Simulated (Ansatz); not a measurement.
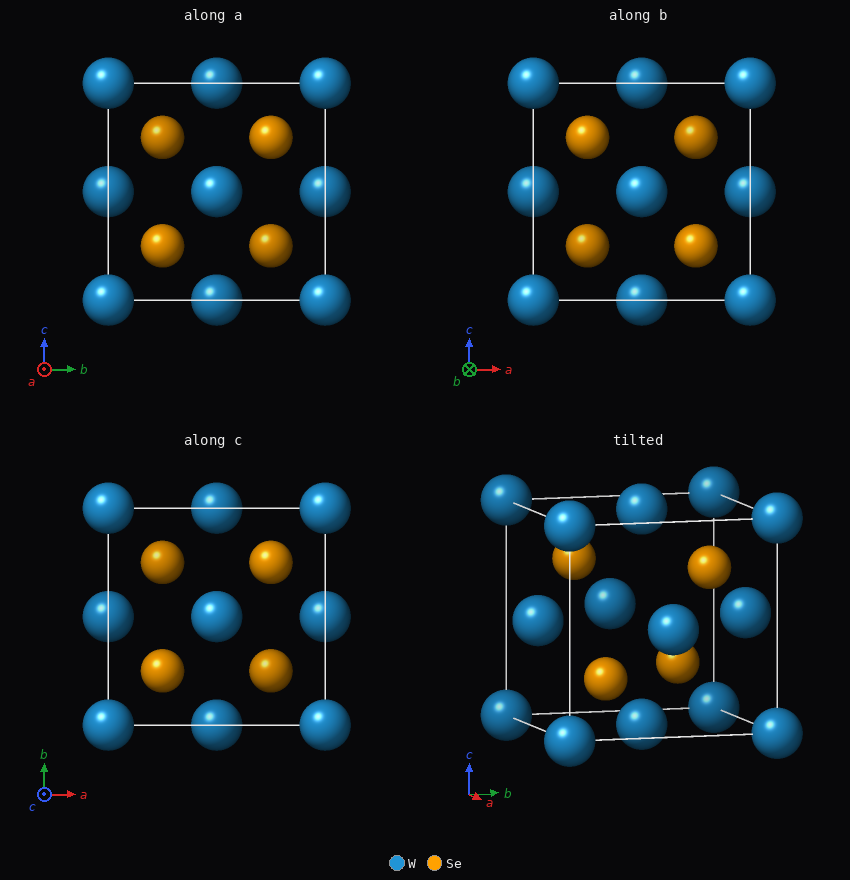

The crystal in a spheres-only representation, seen along the a axis, along the b axis, along the c axis and slightly off an axis. The wireframe shows the conventional unit cell.

Lattice parameters: a = 5.9998 Å, b = 5.9998 Å, c = 5.9998 Å, α = 90.000°, β = 90.000°, γ = 90.000°.

**Give the atomic positions as a CIF in P1 with every atom of the cell.**

```cif
data_structure
_symmetry_space_group_name_H-M 'P 1'
_symmetry_Int_Tables_number 1
_cell_length_a 5.9998
_cell_length_b 5.9998
_cell_length_c 5.9998
_cell_angle_alpha 90.000
_cell_angle_beta 90.000
_cell_angle_gamma 90.000
_cell_volume 215.98
loop_
_atom_site_label
_atom_site_type_symbol
_atom_site_fract_x
_atom_site_fract_y
_atom_site_fract_z
_atom_site_occupancy
W1 W 0.0000 0.0000 0.0000 1
Se1 Se 0.2500 0.2500 0.7500 1
W2 W 0.0000 0.5000 0.5000 1
Se2 Se 0.2500 0.7500 0.2500 1
W3 W 0.5000 0.0000 0.5000 1
Se3 Se 0.7500 0.2500 0.2500 1
W4 W 0.5000 0.5000 0.0000 1
Se4 Se 0.7500 0.7500 0.7500 1
```

It derives from a structure type filled with these elements by a generator (whether the compound takes this form wasn't checked). Earlier steps of the study may have refined or changed the cell and positions. It was run through Ansatz as a DFT input.

At this level of theory the cell isn't at rest (stretched, at -12 GPa), so its distances can differ from those at equilibrium, the more so the softer the solid.
